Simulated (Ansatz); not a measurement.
Nudged elastic band, with input and output: BSiNH$_{7}$ClO$_{2}$ (part 2 of 2)

Continued. System: BSiNH$_{7}$ClO$_{2}$. Method: RKS PBE/def2-SVP (Ansatz 0.2.0). It belongs to a series of runs on one base structure; here: band between the two ends.

Geometry of the input (Å):
```
B  0.1938  -0.6703  0.4092
N  0.1639  -0.1080  1.7172
H  -0.6325  -0.2584  2.3368
H  1.0411  0.0764  2.2091
O  1.3694  -0.7321  -0.2764
H  1.2498  -1.0441  -1.1901
Cl -1.3501  -1.2138  -0.3234
O  -0.5501  2.5312  0.6643
Si -2.1445  2.6961  0.1776
H  -2.4263  2.0534  -1.1590
H  -3.1124  2.1041  1.1784
H  -2.4122  4.1687  0.0525
H  -0.3020  1.6589  1.0552
```

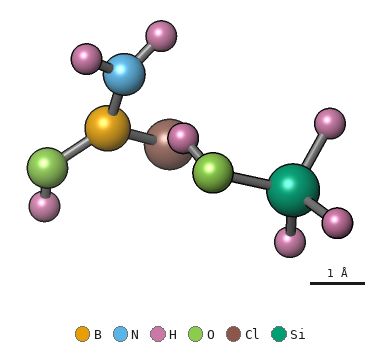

The starting structure (ball-and-stick view, seen at a tilt).

What the program printed, continued
```
NEB iter  41: max|band force component| = 9.918e-2 eV/Å  barrier→ = 0.5689 eV  barrier← = 1.1044 eV  CI = image 4  Δτ_max = 0.0475 Å  (214 SCF iters)
NEB iter  42: max|band force component| = 9.840e-2 eV/Å  barrier→ = 0.5658 eV  barrier← = 1.1013 eV  CI = image 4  Δτ_max = 0.0949 Å  (208 SCF iters)
NEB iter  43: max|band force component| = 9.308e-2 eV/Å  barrier→ = 0.5605 eV  barrier← = 1.0960 eV  CI = image 4  Δτ_max = 0.0950 Å  (207 SCF iters)
NEB iter  44: max|band force component| = 1.979e-1 eV/Å  barrier→ = 0.5570 eV  barrier← = 1.0925 eV  CI = image 4  Δτ_max = 0.0474 Å  (205 SCF iters)
NEB iter  45: max|band force component| = 7.178e-2 eV/Å  barrier→ = 0.5562 eV  barrier← = 1.0917 eV  CI = image 4  Δτ_max = 0.0948 Å  (202 SCF iters)
NEB iter  46: max|band force component| = 1.168e-1 eV/Å  barrier→ = 0.5559 eV  barrier← = 1.0914 eV  CI = image 4  Δτ_max = 0.0474 Å  (201 SCF iters)
NEB iter  47: max|band force component| = 7.375e-2 eV/Å  barrier→ = 0.5556 eV  barrier← = 1.0911 eV  CI = image 4  Δτ_max = 0.0234 Å  (205 SCF iters)
the calculation of the forces begins
reference -26752.11321445 eV, -983.1220273974 hartree; 33, 33 occupied and 94, 94 virtual orbitals, 1409 factors
1409 factors; their error is unknown
mean field evaluation 2528: about -26750.6774 eV, gradient 1.5e1 eV
mean field -26751.03143461 eV, -983.0822727216 hartree, gradient 1.7e-5 eV, S^2 0.000000; 1 other end points of the search recorded, 0 dependent functions left out
the calculation of the forces begins
reference -26751.03147340 eV, -983.0822741470 hartree; 33, 33 occupied and 94, 94 virtual orbitals, 1409 factors
NEB iter  48: max|band force component| = 4.218e-2 eV/Å  barrier→ = 0.5554 eV  barrier← = 1.0909 eV  CI = image 4  Δτ_max = 0.0000 Å  (405 SCF iters)
```

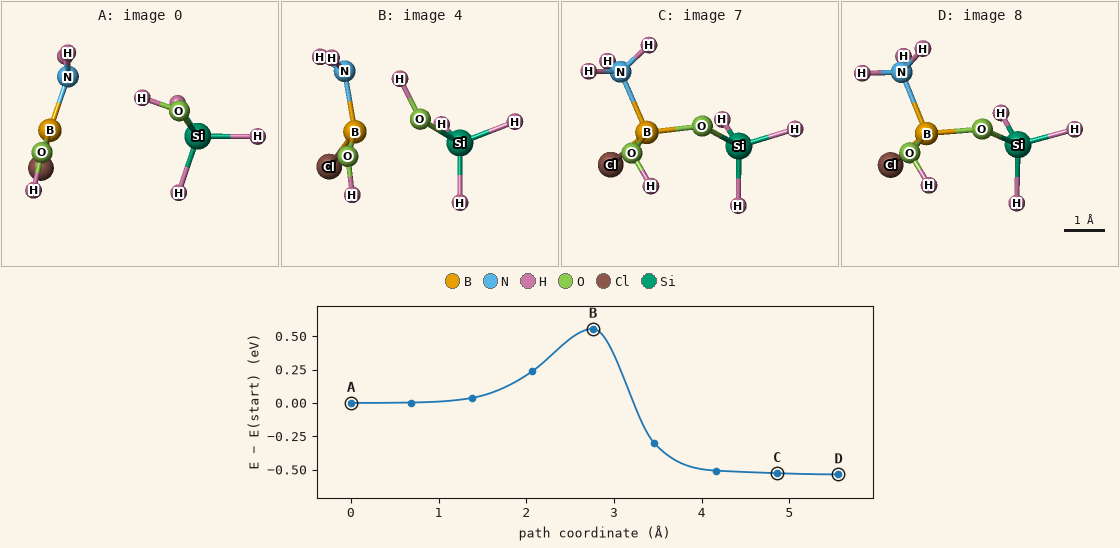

Images of the last band (counted from 0; ball-and-stick, seen at a tilt) above the energy along the path; the line is a cubic interpolation that uses the forces. The highest image is number 4, 0.555 eV above the start and 1.091 eV above the end (the climbing image); the end lies 0.535 eV below the start. The path is 5.56 Å long. The band converged in 48 iterations.

```
Total energy: -26751.03147340 eV, -983.0822741470 hartree
Atom 0 at    -0.140707    -0.021453     0.442903 Å, force    -0.001858    -0.012528     0.002893 eV/Å
Atom 1 at     0.247883     0.085427     1.931902 Å, force     0.001053    -0.003536    -0.001522 eV/Å
Atom 2 at    -0.335878    -0.454682     2.578295 Å, force    -0.002054     0.001079    -0.000816 eV/Å
Atom 3 at     1.238852    -0.117097     2.108432 Å, force    -0.000707     0.001016     0.000590 eV/Å
Atom 4 at     0.936057    -0.290012    -0.390730 Å, force     0.000542     0.000963     0.000477 eV/Å
Atom 5 at     0.659289    -0.409443    -1.314557 Å, force     0.000386     0.000216    -0.000366 eV/Å
Atom 6 at    -1.743302    -0.912766     0.108943 Å, force     0.004293     0.004244     0.000043 eV/Å
Atom 7 at    -0.529274     1.633687     0.455137 Å, force     0.004847     0.008856    -0.003100 eV/Å
Atom 8 at    -1.972393     2.406965    -0.035351 Å, force     0.004966     0.004273     0.017534 eV/Å
Atom 9 at    -2.214255     2.063203    -1.473200 Å, force    -0.001150     0.000181     0.004171 eV/Å
Atom 10 at    -3.142266     2.015186     0.820049 Å, force    -0.003849    -0.008737    -0.000964 eV/Å
Atom 11 at    -1.735526     3.883245     0.110761 Å, force     0.003553     0.001304    -0.009899 eV/Å
Atom 12 at    -0.180582     1.379944     1.508816 Å, force    -0.010023     0.002669    -0.009043 eV/Å
Dipole moment:     0.089165     0.157874     0.262772 e Å
this run last wrote the band of iteration 48 to [file]; this run last wrote the band within `neb.f_tol` of iteration 25 to [file]
```

The last band as extended XYZ (Å, eV, eV/Å)
```
13
Properties=species:S:1:pos:R:3:forces:R:3 image=0 energy=-26751.58686
B     0.1938   -0.6703    0.4092   -0.0034   0.0286  -0.0103
N     0.1639   -0.1080    1.7172   -0.0002  -0.0071   0.0033
H    -0.6325   -0.2584    2.3368    0.0001  -0.0003   0.0010
H     1.0411    0.0764    2.2091   -0.0001  -0.0020   0.0000
O     1.3694   -0.7321   -0.2764    0.0020  -0.0097   0.0041
H     1.2498   -1.0441   -1.1901    0.0000  -0.0009  -0.0015
Cl   -1.3501   -1.2138   -0.3234    0.0020  -0.0083   0.0038
O    -0.5501    2.5312    0.6643   -0.0087  -0.0021   0.0036
Si   -2.1445    2.6961    0.1776    0.0067  -0.0048  -0.0068
H    -2.4263    2.0534   -1.1590   -0.0011   0.0020   0.0079
H    -3.1124    2.1041    1.1784    0.0047   0.0083  -0.0064
H    -2.4122    4.1687    0.0525   -0.0026  -0.0054   0.0047
H    -0.3020    1.6589    1.0552    0.0006   0.0018  -0.0035
13
Properties=species:S:1:pos:R:3:forces:R:3 image=1 energy=-26751.58358
B     0.1395   -0.6461    0.4337   -0.0052  -0.0101  -0.0057
N     0.2347   -0.1513    1.7642    0.0010   0.0076   0.0005
H    -0.4866   -0.3487    2.4577   -0.0030  -0.0003  -0.0033
H     1.1521    0.0538    2.1662   -0.0011   0.0014  -0.0012
O     1.2335   -0.6339   -0.3779    0.0069  -0.0005   0.0026
H     1.0216   -0.8994   -1.2897    0.0014  -0.0063   0.0011
Cl   -1.4583   -1.2116   -0.1548    0.0035  -0.0003  -0.0033
O    -0.6002    2.5259    0.8626   -0.0054   0.0070  -0.0026
Si   -2.0956    2.6753    0.1234    0.0058   0.0070   0.0144
H    -2.1356    2.0629   -1.2564   -0.0044   0.0012   0.0054
H    -3.2116    2.0541    0.9307   -0.0009  -0.0059   0.0005
H    -2.3580    4.1478   -0.0070    0.0009   0.0017  -0.0080
H    -0.3476    1.6334    1.1986    0.0003  -0.0026  -0.0003
13
Properties=species:S:1:pos:R:3:forces:R:3 image=2 energy=-26751.54934
B     0.0611   -0.5701    0.4901    0.0148  -0.0820  -0.0022
N     0.2510   -0.2369    1.8603    0.0004  -0.0097  -0.0133
H    -0.4134   -0.5226    2.5790   -0.0078   0.0024  -0.0079
H     1.1936   -0.0536    2.2110   -0.0073   0.0125  -0.0007
O     1.0922   -0.4523   -0.3904    0.0134  -0.0081  -0.0057
H     0.8038   -0.5567   -1.3136    0.0093  -0.0334  -0.0032
Cl   -1.5727   -1.0988   -0.0387    0.0108  -0.0086  -0.0127
O    -0.5124    2.3539    0.7228    0.0321   0.1016   0.0304
Si   -2.0153    2.6267    0.0375   -0.0224   0.0111   0.0062
H    -2.1193    2.0829   -1.3670    0.0132  -0.0072   0.0145
H    -3.1449    2.0351    0.8451    0.0012   0.0169   0.0177
H    -2.1823    4.1172   -0.0343   -0.0355   0.0169  -0.0158
H    -0.3534    1.5374    1.2498   -0.0221  -0.0125  -0.0073
13
Properties=species:S:1:pos:R:3:forces:R:3 image=3 energy=-26751.34945
B    -0.0185   -0.3860    0.5159    0.0805  -0.2937   0.0456
N     0.2600   -0.1325    1.9062    0.0194  -0.1634  -0.0082
H    -0.3529   -0.5193    2.6232   -0.0011  -0.0430   0.0397
H     1.2431   -0.0995    2.1856    0.0100   0.0099   0.0495
O     0.9990   -0.3613   -0.3884    0.0412  -0.0697  -0.0099
H     0.6798   -0.4112   -1.3056   -0.0033  -0.0191   0.0025
Cl   -1.6745   -0.9617    0.0727    0.0334  -0.0364  -0.0113
O    -0.4835    1.9546    0.4640    0.0652   0.2401  -0.0305
Si   -1.9857    2.5208   -0.0124   -0.0294   0.0935   0.0145
H    -2.2050    2.1035   -1.4412    0.0066   0.0389   0.0224
H    -3.1280    2.0108    0.8283    0.0226   0.0230   0.0354
H    -1.9425    4.0197    0.0627   -0.1553   0.1045  -0.0435
H    -0.3035    1.5242    1.3403   -0.0898   0.1154  -0.1062
13
Properties=species:S:1:pos:R:3:forces:R:3 image=5 energy=-26751.88748
B    -0.2085    0.1635    0.3415   -0.0894   0.2154  -0.1177
N     0.2542    0.1516    1.9225   -0.0153   0.0636   0.0022
H    -0.3341   -0.4136    2.5481   -0.0325   0.0366  -0.0378
H     1.2505   -0.0684    2.0596   -0.0114   0.0307  -0.0448
O     0.9170   -0.2786   -0.3821   -0.0265  -0.0002   0.0228
H     0.6935   -0.3817   -1.3225    0.0439   0.0275  -0.0028
Cl   -1.7478   -0.9367    0.1704   -0.0176  -0.0127   0.0580
O    -0.5588    1.5831    0.2584   -0.0396  -0.0584  -0.2477
Si   -1.9954    2.3620   -0.1072    0.0066  -0.0306  -0.0992
H    -2.3685    2.0915   -1.5333   -0.1564   0.0525  -0.0829
H    -3.1283    1.9807    0.8137    0.0254  -0.0147  -0.0268
H    -1.7450    3.8369    0.0776    0.0251  -0.0435  -0.0340
H     0.0591    1.1720    2.0046    0.2879  -0.2663   0.6105
13
Properties=species:S:1:pos:R:3:forces:R:3 image=6 energy=-26752.09368
B    -0.2079    0.2689    0.3694   -0.0017   0.0038   0.0007
N     0.2829    0.1416    1.9539    0.0019  -0.0069   0.0063
H    -0.3730   -0.4484    2.4850   -0.0045  -0.0024  -0.0056
H     1.2271   -0.2699    1.9856   -0.0034  -0.0163  -0.0049
O     0.9189   -0.2198   -0.3317    0.0008   0.0014   0.0038
H     0.7826   -0.1478   -1.2912    0.0042   0.0195   0.0017
Cl   -1.7509   -0.8893    0.2901    0.0004   0.0061   0.0078
O    -0.5770    1.6334    0.1816   -0.0009   0.0038  -0.0084
Si   -2.0528    2.3305   -0.2030   -0.0033   0.0016  -0.0043
H    -2.5357    1.9356   -1.5719   -0.0116  -0.0087  -0.0013
H    -3.1213    2.0238    0.8139    0.0017   0.0039   0.0001
H    -1.8113    3.8158   -0.1897   -0.0017   0.0001  -0.0170
H     0.3064    1.0879    2.3594    0.0181  -0.0059   0.0212
13
Properties=species:S:1:pos:R:3:forces:R:3 image=7 energy=-26752.11317
B    -0.1928    0.2868    0.3617    0.0010  -0.0002   0.0004
N     0.2753    0.1191    1.9458    0.0004  -0.0009   0.0000
H    -0.5287   -0.1565    2.5270   -0.0055   0.0105   0.0013
H     1.0054   -0.6049    2.0122   -0.0081  -0.0115   0.0013
O     0.9477   -0.1668   -0.3386   -0.0002   0.0033  -0.0006
H     0.8675    0.0461   -1.2834    0.0043   0.0060   0.0003
Cl   -1.7189   -0.8945    0.2608    0.0023   0.0001  -0.0009
O    -0.5819    1.6457    0.1898   -0.0026   0.0008   0.0008
Si   -2.0779    2.3043   -0.1914    0.0001  -0.0015   0.0009
H    -2.6015    1.8300   -1.5192   -0.0018  -0.0037   0.0009
H    -3.1095    2.0462    0.8762    0.0001   0.0005   0.0015
H    -1.8524    3.7900   -0.2701   -0.0019  -0.0011  -0.0029
H     0.6557    1.0167    2.2804    0.0118  -0.0023  -0.0031
13
Properties=species:S:1:pos:R:3:forces:R:3 image=8 energy=-26752.12235
B    -0.1555    0.3004    0.3141   -0.0018   0.0016   0.0007
N     0.2445    0.1396    1.9167   -0.0054   0.0026  -0.0086
H    -0.5956    0.2090    2.5075    0.0012  -0.0014   0.0011
H     0.6804   -0.7808    2.0727   -0.0007   0.0002  -0.0012
O     1.0253   -0.1194   -0.3345    0.0074  -0.0075   0.0048
H     0.9962    0.1296   -1.2733   -0.0059   0.0069  -0.0019
Cl   -1.6407   -0.9241    0.1678    0.0017   0.0000   0.0030
O    -0.5718    1.6465    0.1181    0.0025   0.0025   0.0027
Si   -2.1084    2.2663   -0.1491   -0.0022  -0.0016  -0.0002
H    -2.7221    1.7878   -1.4351    0.0016  -0.0011  -0.0009
H    -3.0466    1.9704    0.9944    0.0002   0.0019   0.0011
H    -1.9324    3.7585   -0.2273   -0.0001  -0.0013  -0.0022
H     0.9146    0.8782    2.1794    0.0015  -0.0027   0.0015
```
